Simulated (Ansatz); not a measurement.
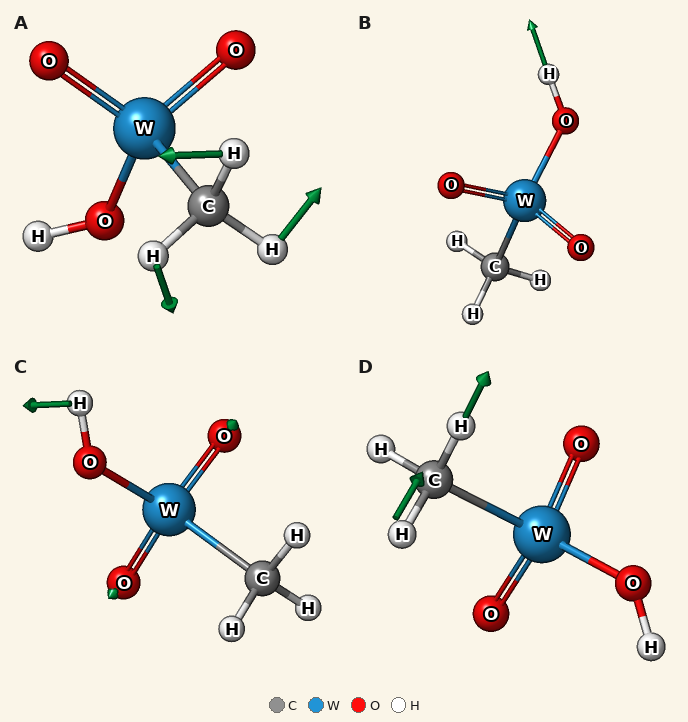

4 normal modes of one molecule or complex, as arrows. The species is neutral and a spin singlet. Harmonic vibrations computed with RKS PBE0-D4/def2-TZVP, core potentials on W (Ansatz 0.2.0) at a stationary point of the same level.

> Match the panels to the wavenumbers 141 cm⁻¹, 358 cm⁻¹, 3135 cm⁻¹, 3911 cm⁻¹.

A: 141 cm⁻¹, a torsion or out-of-plane motion in which bond lengths and bond angles hardly change
B: 3911 cm⁻¹, O–H stretching
C: 358 cm⁻¹
D: 3135 cm⁻¹, out-of-phase stretching of 2 C–H bonds
